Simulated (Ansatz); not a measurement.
## Electronic structure of C2H7BSi in real space

Input file:

```
crystal:
  periodic: [false, false, false]
  atoms:
    - {symbol: B, position_ang: [-0.323513, 0.816864, -0.352924]}
    - {symbol: Si, position_ang: [-0.436947, -0.524514, 1.246456]}
    - {symbol: C, position_ang: [-0.024697, -0.820391, -0.447447]}
    - {symbol: C, position_ang: [0.993214, 0.144738, -0.940027]}
    - {symbol: H, position_ang: [-1.222168, 1.403239, -0.865427]}
    - {symbol: H, position_ang: [-0.108752, 1.207296, 0.847366]}
    - {symbol: H, position_ang: [0.556377, -0.408714, 2.339250]}
    - {symbol: H, position_ang: [-1.787002, -0.872396, 1.737987]}
    - {symbol: H, position_ang: [-0.631390, -1.410716, -1.120031]}
    - {symbol: H, position_ang: [1.114963, 0.181993, -2.017832]}
    - {symbol: H, position_ang: [1.935515, 0.225601, -0.406772]}
basis:
  gaussian: {orbitals: def2-TZVPP}
hamiltonian: {xc: pbe0, dispersion: d4}
output: {orbitals: {seedname: orbitals}}
```

Run with:

```sh
ansatz run in.yaml --threads 2 --pin off --events-out ev --progress --plain --max-ram 4352MiB
```

Geometry: PBE0-D4/def2-TZVP.

Theory: RKS PBE0-D4/def2-TZVPP in Ansatz 0.2.0.

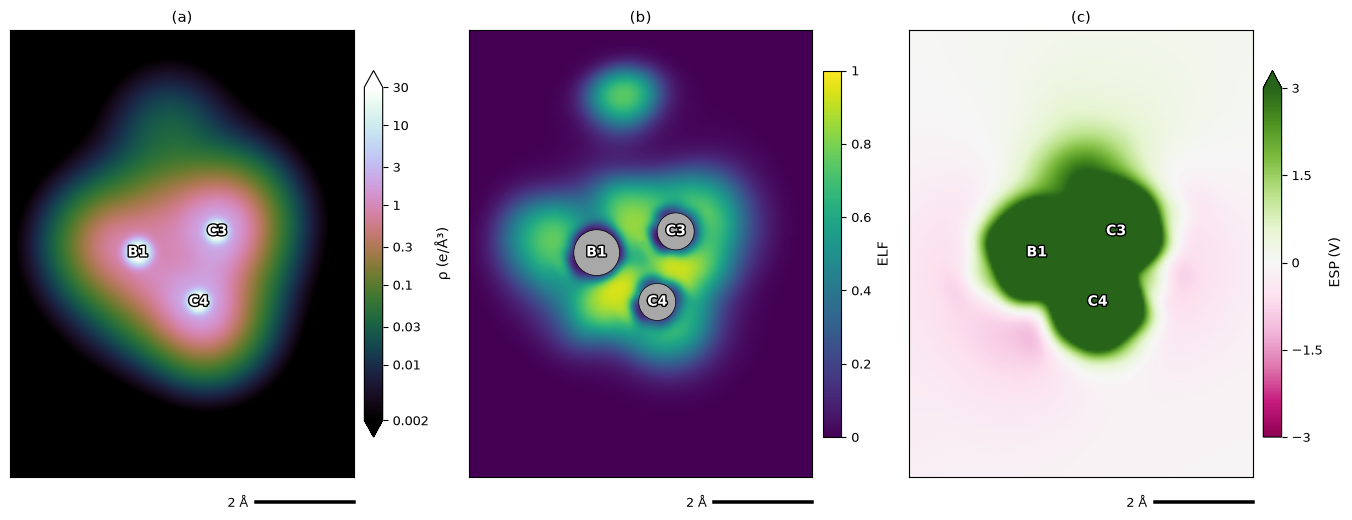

Figure 1. (a) total electron density; (b) electron localisation function; (c) molecular electrostatic potential on the plane of atoms B1, C3 and C4. Grey discs cover the atomic cores in the ELF map.

Question: What does the map show?

Answer: Atoms in the plane: B and C. C–C (1.49 Å): the density is about 1.7 e/Å³ at the midpoint; the ELF peaks at about 0.90 between the atoms; a covalent bond. C–B (1.59 Å): ρ is about 1.2 e/Å³ halfway; the ELF peaks at about 0.90 between the atoms: localised, covalent bonding. C–B (1.67 Å): ρ at the midpoint is about 1 e/Å³, with its minimum of 0.91 e/Å³ about 1.1 Å from C; the ELF peaks at about 0.80 between the atoms: localised, covalent bonding. Outside the dense part of the molecule the potential is most negative (−1.1 V) near C4.

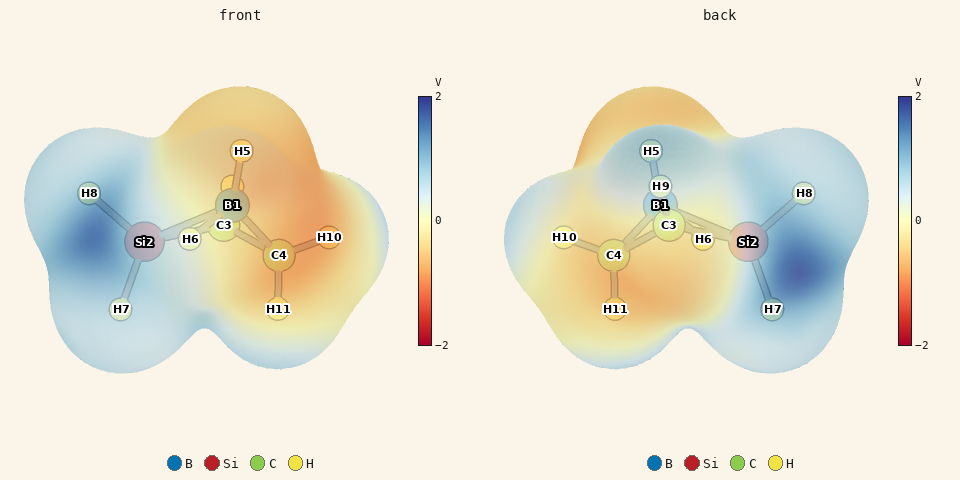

Figure 2. The molecular electrostatic potential painted on the density surface at 0.002 e/bohr³, seen from the front and from behind; the colour scale runs from red (negative) to blue (positive).

Question: Describe the electrostatic potential map.

Answer: The most negative region (about −0.9 V) lies over C4, the most positive (about +1.7 V) over Si2.

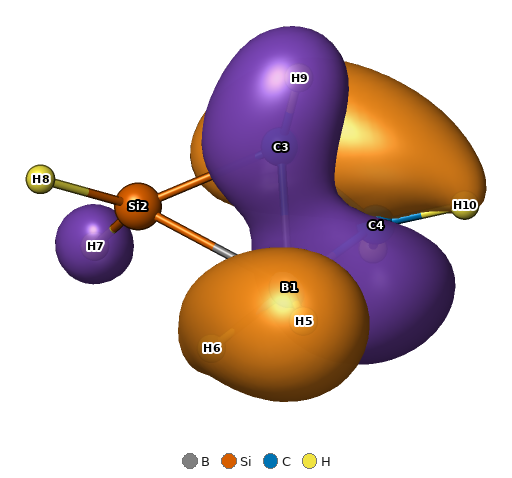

Figure 3. The HOMO−1 at ±0.1 Å⁻³ᐟ² (orange and purple are the two phases), seen from one side.

Question: Describe this orbital and give its energy.

Answer: Its weight (Hirshfeld) is mainly on C4 (about 30 %), C3 (about 25 %), B1 (about 15 %) and H5 (about 10 %). Its energy is −8.49 eV.

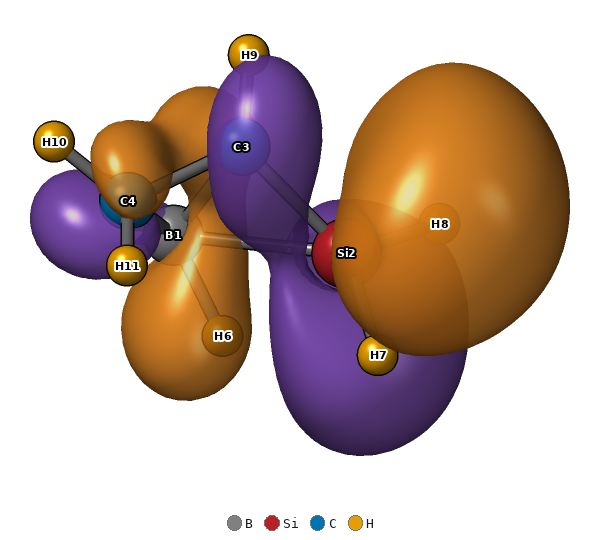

Figure 4. One frontier orbital at ±0.08 Å⁻³ᐟ² (orange and purple are the two phases), seen at an oblique angle.

Question: Which orbital is it: HOMO or LUMO?

Answer: The LUMO, at −0.68 eV. Its weight (Hirshfeld) is mainly on Si2 (about 55 %), C3 (about 10 %), B1 (about 10 %) and H8 (about 10 %).
